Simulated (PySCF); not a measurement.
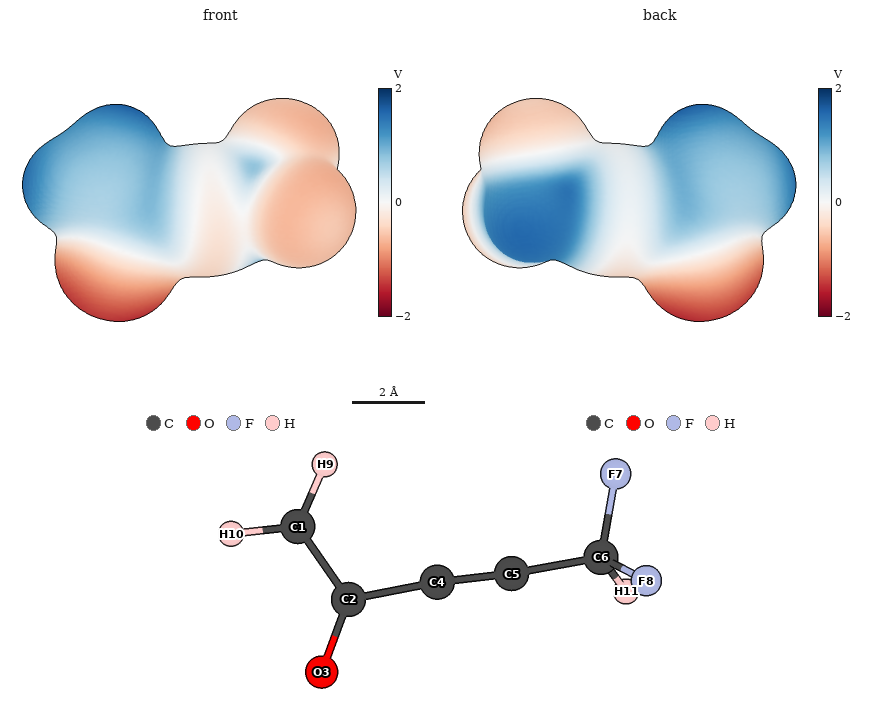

The picture shows: C5H3F2O (SMILES [CH2]C(=O)C#CC(F)F) (doublet). The electrostatic potential painted on the density surface at 0.002 e/bohr³, seen from the front and from behind; the colour scale runs from red (negative) to blue (positive). The bare structure is drawn below in the same view.

Geometry: GFN2-xTB.

Computed with PySCF 2.14.0, density-fitted response routines, UKS B3LYP, pcH-1 on C F H O, non-relativistic, mean-field spin-orbit, GIAO.

```xyz
11

C     2.3503    0.0190    0.8096
C     1.4573    0.9417    0.2047
O     1.7214    2.1206   -0.0200
C     0.1658    0.3826   -0.1437
C    -0.9210   -0.0035   -0.4851
C    -2.2254   -0.5457   -0.8359
F    -2.2484   -1.8945   -0.6811
F    -3.1963   -0.0494   -0.0330
H     2.0654   -1.0033    0.9826
H     3.3322    0.3529    1.0982
H    -2.4959   -0.3179   -1.8822
```

### Where is the surface potential most negative and most positive?

The most negative region (about −1.5 V) lies over O3, the most positive (about +1.6 V) over H9 and H11. O3 is the likeliest acceptor of a hydrogen bond.
